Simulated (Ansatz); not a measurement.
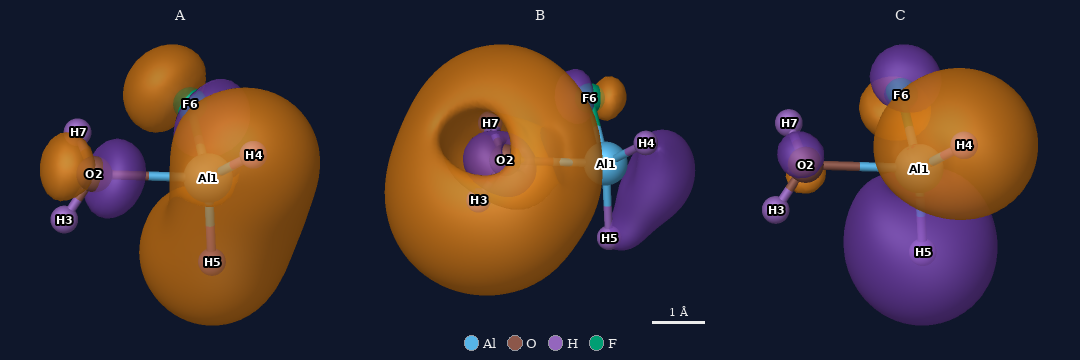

Figure 1: AlFH4O. Three frontier orbitals at ±0.08 Å⁻³ᐟ² (orange and purple are the two phases), in no order.

Level of theory: RKS B3LYP-D4/def2-SVP in Ansatz 0.2.0.

```json
{"atom": "Al", "x (Å)": "0.0262", "y (Å)": "0.4075", "z (Å)": "-0.1045"}
{"atom": "O", "x (Å)": "-0.0197", "y (Å)": "0.0794", "z (Å)": "1.8893"}
{"atom": "H", "x (Å)": "-0.8336", "y (Å)": "-0.3185", "z (Å)": "2.2365"}
{"atom": "H", "x (Å)": "1.3835", "y (Å)": "-0.2198", "z (Å)": "-0.6207"}
{"atom": "H", "x (Å)": "-1.4064", "y (Å)": "-0.1603", "z (Å)": "-0.4991"}
{"atom": "F", "x (Å)": "0.0806", "y (Å)": "2.0710", "z (Å)": "0.2564"}
{"atom": "H", "x (Å)": "0.0083", "y (Å)": "0.9992", "z (Å)": "2.2129"}
```

Question: Which picture is the HOMO−1, the HOMO and the LUMO?

Answer: A is the HOMO−1 (−9.16 eV). By Hirshfeld shares it lies mainly on Al1 (about 35 %), H5 (about 20 %), H4 (about 20 %) and F6 (about 15 %). C is the HOMO (−7.55 eV). By Hirshfeld shares it lies mainly on Al1 (about 30 %), H4 (about 30 %), H5 (about 30 %) and F6 (about 5 %). B is the LUMO (−0.38 eV). By Hirshfeld shares it lies mainly on H3 (about 35 %), O2 (about 20 %), Al1 (about 20 %) and H7 (about 15 %).

Question: What is the HOMO–LUMO gap?

Answer: 7.17 eV between the orbital energies.
